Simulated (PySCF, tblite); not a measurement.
# C₅H₉ClOSi₂: geometry, infrared bands and NMR shifts

Aim: predict the infrared bands and NMR shifts of C₅H₉ClOSi₂ (`[SiH3][C@H](Cl)[SiH2]c1ccco1`).

Programs: tblite 0.8.0 and PySCF 2.14.0, with density-fitted response routines of our own. Each step states its level of theory. These are calculated values for one molecule in the gas phase, unless marked as measured. Atoms count from 0, in the outputs and in this text.

### Step 1. Starting geometry

18 atoms, charge 0, multiplicity 1; geometry from: force field or distance geometry start.

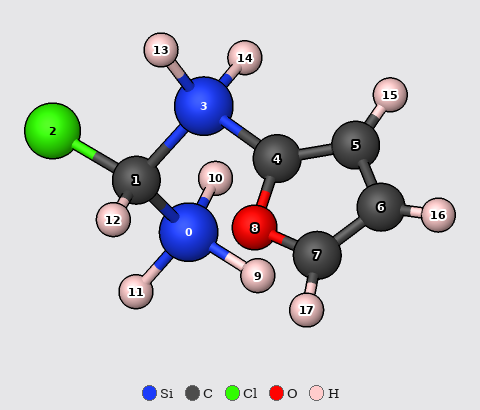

As it starts; silicon blue, carbon dark grey, chlorine green, oxygen red, hydrogen pink, atoms numbered.

### Step 2. Relaxing the molecule with GFN2-xTB

The job: settings as JSON, then the geometry in Å.

```
{"job": {"kind": "relax", "xc": "GFN2-xTB", "basis": "xTB"}, "charge": 0, "multiplicity": 1}
Si    -2.302100     0.494200    -0.947600
C     -1.976400    -0.364100     0.627700
Cl    -3.403600    -0.240200     1.693300
Si    -0.554100     0.476300     1.443300
C      0.996200    -0.018100     0.539800
C      2.203900     0.618000     0.279200
C      3.000300    -0.263200    -0.492300
C      2.245600    -1.388900    -0.666500
O      1.040200    -1.260400    -0.062500
H     -1.174600     0.411600    -1.890800
H     -2.626300     1.936500    -0.751300
H     -3.477900    -0.116900    -1.641100
H     -1.795300    -1.435300     0.499400
H     -0.395500     0.021500     2.860800
H     -0.674000     1.962300     1.480200
H      2.482500     1.610500     0.631800
H      4.001100    -0.099400    -0.860200
H      2.401300    -2.338000    -1.181400
```

Started as:

```bash
$ OMP_NUM_THREADS=1 python probes_run.py task.json out
```

The driver reads the jobs from task.json and runs them one after another.

**Question.** This job is followed by: GFN2-xTB harmonic vibrations, gas phase; GIAO PBE0/pcSseg-1 NMR shielding, non-relativistic, gas phase. What will the session give for the following? strongest single infrared mode (GFN2-xTB); zero-point energy (GFN2-xTB); ¹³C shifts against TMS (PBE0/pcSseg-1); ¹H shifts against TMS (PBE0/pcSseg-1, means over atoms taken as alike); ²⁹Si shifts against TMS (PBE0/pcSseg-1); ³⁵Cl shifts against HCl (PBE0/pcSseg-1); ¹⁷O shifts against H2O (PBE0/pcSseg-1); surface potential, least and greatest.

The runs gave:

```
                                                              quantity                                         value
                             strongest single infrared mode (GFN2-xTB)                          784 cm⁻¹, 423 km/mol
                                          zero-point energy (GFN2-xTB)                                 73.1 kcal/mol
                                ¹³C shifts against TMS (PBE0/pcSseg-1)          153.7, 153.5, 130.1, 117.3, 25.1 ppm
¹H shifts against TMS (PBE0/pcSseg-1, means over atoms taken as alike)  7.82, 7.12, 6.75, 5.05, 4.65, 3.92, 3.34 ppm
                               ²⁹Si shifts against TMS (PBE0/pcSseg-1)                              -51.5, -63.1 ppm
                               ³⁵Cl shifts against HCl (PBE0/pcSseg-1)                                        52 ppm
                                ¹⁷O shifts against H2O (PBE0/pcSseg-1)                                     318.6 ppm
                                 surface potential, least and greatest                            -0.70 V and 1.25 V
```

Relaxing lowered the energy by 0.322 eV in 102 steps; the close pair that moved most is Si0–C1, from 1.823 to 1.911 Å. No mode is imaginary among the 48: a minimum at this level. Unscaled tight-binding wavenumbers are off by several per cent, some by more. Its intensities can rank the bands wrongly. At PBE0/pcSseg-1: The largest span, 392 ppm, is at O8, where the paramagnetic term is -381 ppm. NICS(1)zz of -28 ppm above the planar ring from C4 marks a diatropic (aromatic) ring current. At PBE0/pcSseg-1, counted by nearest atom on the grid, the HOMO lies on C4, C7 about 30 % each; C5, C6 about 12 % each, the LUMO on C4 19 %; C7 15 %.
